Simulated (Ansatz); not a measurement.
**Run report: C2H11NOSi2, geometry relaxation (part 2 of 2)**

The same run, continued: C2H11NOSi2; RKS PBE-D4/STO-3G (Ansatz 0.2.0). It belongs to a series of runs on one base structure; here: end point A relaxed.

Geometry of the input (Å):
```
C  -1.5711  -1.0168  -0.5210
Si -0.0820  0.0458  -0.3340
N  0.1412  0.9959  -1.7578
Si 1.7788  -1.4330  0.0669
C  -0.1727  1.1221  1.2027
O  -1.2251  2.1161  1.2447
H  -2.4674  -0.3289  -0.6793
H  -1.5065  -1.6248  -1.4018
H  -1.8027  -1.5678  0.3966
H  0.9672  1.6266  -1.6113
H  0.3580  0.4130  -2.5350
H  1.4449  -2.2275  1.3141
H  2.9028  -0.6279  0.2402
H  1.8377  -2.3338  -1.0840
H  0.7708  1.6528  1.3381
H  -0.2984  0.5202  2.1152
H  -1.0946  2.6677  2.0458
```

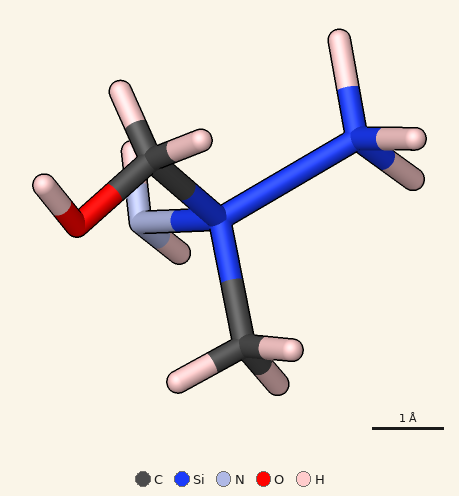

The geometry at step 11 of the log (stick view, seen at a tilt).

### Trajectory as extended XYZ, continued
```
17
Properties=species:S:1:pos:R:3:forces:R:3 step=6 energy=-21273.92272
C    -1.6289   -0.9453   -0.4935    0.0303  -0.0140   0.0009
Si   -0.0125    0.0041   -0.2945    0.0020  -0.0242   0.0675
N     0.1330    1.0836   -1.7387    0.1084   0.0165  -0.0350
Si    1.7105   -1.4462    0.0786   -0.1028   0.0218  -0.0332
C    -0.1230    1.1549    1.2263   -0.0539   0.0291  -0.0245
O    -1.3579    1.9705    1.1226    0.1019  -0.0007   0.1118
H    -2.4732   -0.2430   -0.5916    0.0022  -0.0014   0.0019
H    -1.6170   -1.5905   -1.3887    0.0000   0.0198   0.0150
H    -1.8220   -1.5888    0.3817   -0.0044   0.0088  -0.0130
H     1.0440    1.6291   -1.6176   -0.0506  -0.0203  -0.0084
H     0.3815    0.4588   -2.5688   -0.0370   0.0127   0.0208
H     1.4863   -2.2407    1.2771    0.0016  -0.0194   0.0199
H     2.9711   -0.7440    0.2533    0.0577   0.0339   0.0075
H     1.8848   -2.3689   -1.0326    0.0088  -0.0219  -0.0189
H     0.7994    1.7935    1.2786   -0.0521  -0.0279   0.0093
H    -0.1126    0.5278    2.1580    0.0072   0.0450  -0.0279
H    -1.2826    2.5448    1.9900   -0.0195  -0.0578  -0.0937
17
Properties=species:S:1:pos:R:3:forces:R:3 step=8 energy=-21273.92603
C    -1.6231   -0.9278   -0.4947    0.0023   0.0012  -0.0042
Si   -0.0019    0.0074   -0.2829   -0.0155   0.0039  -0.0060
N     0.1567    1.0880   -1.7248    0.0526  -0.0006  -0.0218
Si    1.7136   -1.4490    0.0799    0.0105  -0.0049   0.0195
C    -0.1244    1.1618    1.2320   -0.0007   0.0218   0.0154
O    -1.3852    1.9324    1.1332    0.0113  -0.0346  -0.0175
H    -2.4624   -0.2174   -0.5760    0.0018  -0.0001   0.0034
H    -1.6184   -1.5535   -1.4030    0.0004   0.0000   0.0009
H    -1.8199   -1.5872    0.3671   -0.0023  -0.0029   0.0007
H     1.1104    1.5629   -1.6496   -0.0349  -0.0132  -0.0124
H     0.3093    0.4529   -2.5695   -0.0041   0.0173   0.0158
H     1.4943   -2.2489    1.2773    0.0034  -0.0008  -0.0040
H     2.9769   -0.7451    0.2544   -0.0050  -0.0093  -0.0042
H     1.8870   -2.3705   -1.0344   -0.0035   0.0083  -0.0001
H     0.7757    1.8309    1.2686   -0.0205  -0.0112  -0.0058
H    -0.0823    0.5480    2.1704    0.0019   0.0035  -0.0072
H    -1.3256    2.5148    1.9921    0.0023   0.0214   0.0274
17
Properties=species:S:1:pos:R:3:forces:R:3 step=11 energy=-21273.92736
C    -1.6209   -0.9099   -0.5014   -0.0082   0.0012   0.0019
Si    0.0054    0.0141   -0.2814    0.0057  -0.0109   0.0032
N     0.1828    1.0849   -1.7285    0.0054  -0.0075  -0.0098
Si    1.7087   -1.4554    0.0917   -0.0045   0.0057  -0.0046
C    -0.1207    1.1760    1.2284   -0.0004   0.0169   0.0230
O    -1.4351    1.8577    1.1849    0.0311  -0.0043   0.0178
H    -2.4568   -0.1934   -0.5619    0.0007  -0.0035   0.0005
H    -1.6250   -1.5168   -1.4225    0.0017   0.0026   0.0030
H    -1.8159   -1.5858    0.3480    0.0008   0.0021  -0.0025
H     1.1542    1.5227   -1.6750   -0.0027   0.0025  -0.0008
H     0.2923    0.4426   -2.5737   -0.0001   0.0091   0.0074
H     1.4830   -2.2576    1.2862   -0.0022   0.0015  -0.0007
H     2.9776   -0.7627    0.2670    0.0027  -0.0033   0.0007
H     1.8742   -2.3734   -1.0263    0.0038  -0.0020   0.0022
H     0.7320    1.9055    1.2107   -0.0256  -0.0228  -0.0007
H     0.0094    0.5806    2.1716   -0.0018   0.0190  -0.0303
H    -1.3642    2.4707    2.0225   -0.0065  -0.0062  -0.0103
17
Properties=species:S:1:pos:R:3:forces:R:3 step=13 energy=-21273.92750
C    -1.6202   -0.9074   -0.5022    0.0025   0.0030  -0.0030
Si    0.0077    0.0152   -0.2857   -0.0149  -0.0049   0.0129
N     0.1840    1.0856   -1.7323   -0.0031   0.0010   0.0024
Si    1.7046   -1.4595    0.0956    0.0094   0.0052  -0.0084
C    -0.1168    1.1799    1.2225   -0.0027  -0.0011  -0.0066
O    -1.4426    1.8382    1.1981    0.0003  -0.0033  -0.0039
H    -2.4564   -0.1909   -0.5579   -0.0002   0.0008  -0.0005
H    -1.6271   -1.5120   -1.4246   -0.0019  -0.0008  -0.0012
H    -1.8121   -1.5852    0.3462    0.0005  -0.0006   0.0011
H     1.1500    1.5339   -1.6754    0.0048  -0.0005   0.0020
H     0.3009    0.4468   -2.5782    0.0024  -0.0050  -0.0068
H     1.4693   -2.2581    1.2907   -0.0037   0.0027   0.0005
H     2.9757   -0.7722    0.2765    0.0013  -0.0020   0.0012
H     1.8738   -2.3817   -1.0185   -0.0005   0.0003  -0.0007
H     0.7221    1.9228    1.1882    0.0039   0.0065   0.0014
H     0.0390    0.5905    2.1641    0.0003  -0.0023   0.0075
H    -1.3708    2.4540    2.0332    0.0018   0.0010   0.0021
```

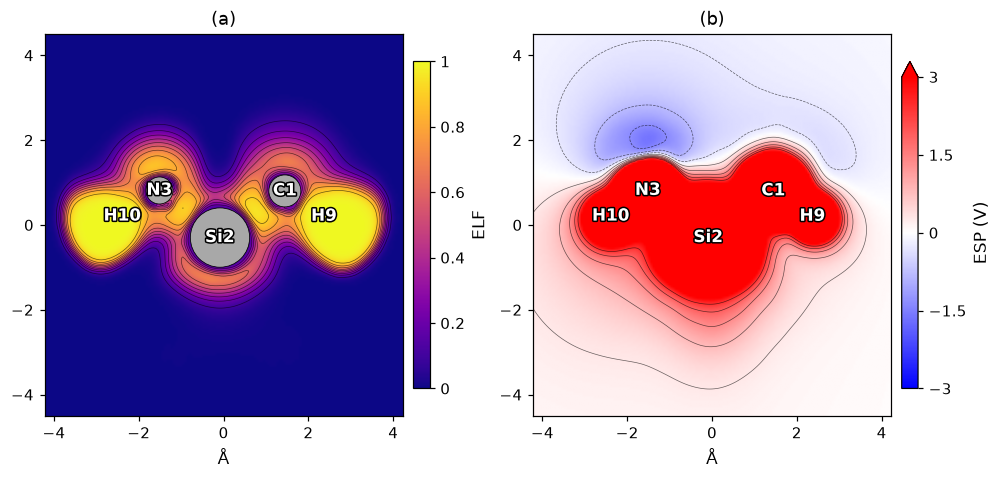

(a) ELF; (b) molecular electrostatic potential on the plane of atoms Si2, C1 and H9. Grey discs, where drawn, cover atomic cores. The section cuts through C, Si, N and H sites. Si–N (1.81 Å): the ELF peaks at about 0.90 between the atoms (a shared but strongly polarised pair). C–Si (1.88 Å): the ELF peaks at about 0.95 between the atoms (a covalent bond).

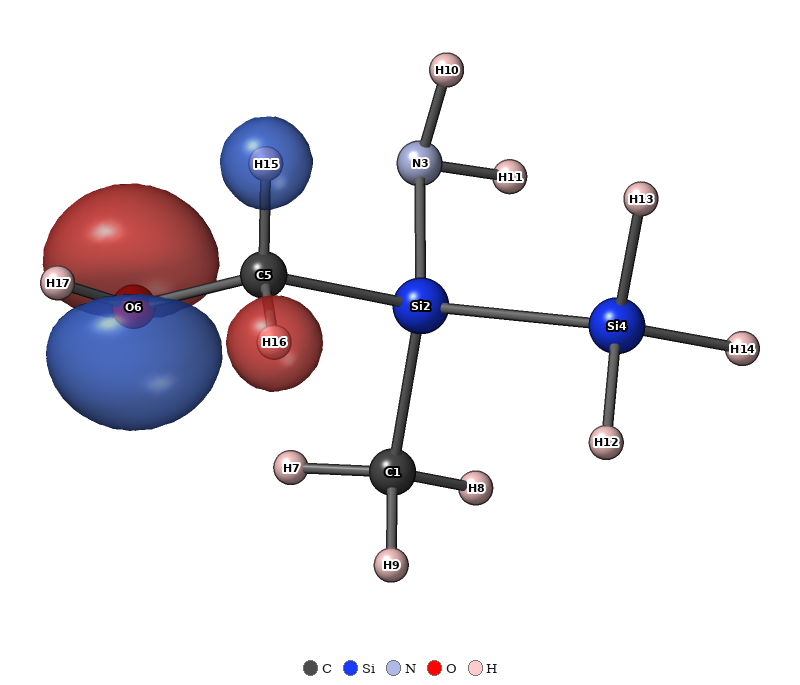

The HOMO at ±0.15 Å⁻³ᐟ² (red and blue are the two phases), seen at an oblique angle. Its energy is −1.70 eV.

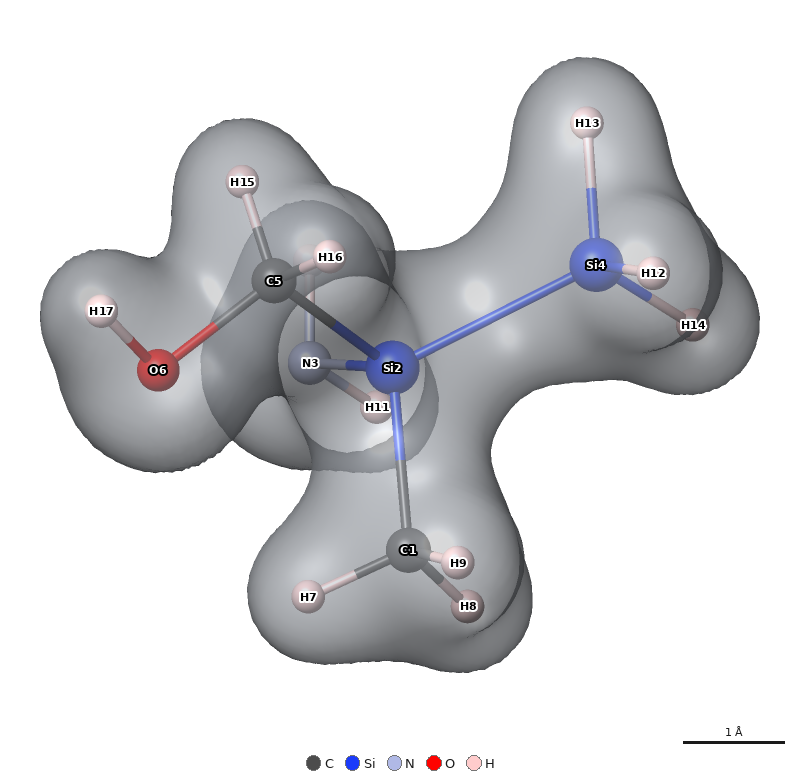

Isosurface of the electron density at 0.2 e/Å³ (grey), seen at a tilt. At this value the surface is in one piece. On the grid the lowest density along these lines, outside the cores, is 1.6 e/Å³ (C–O, 1.48 Å), 0.74 e/Å³ (Si–N, 1.81 Å), 0.73 e/Å³ (C–Si, 1.88 Å) and 0.61 e/Å³ (Si–Si, 2.28 Å).

### Results in brief

| quantity | value |
| --- | --- |
| outcome | converged |
| total energy | −21273.9275 eV |
| mean-field energy | −21273.5175 eV |
| largest force (length of the vector) at the end | 0.020 eV/Å |
| hardware | 1 thread of Arm Neoverse V2, 24 GiB of memory available, shared host |
| wall time | 51 s |
| peak memory | 0.16 GiB |
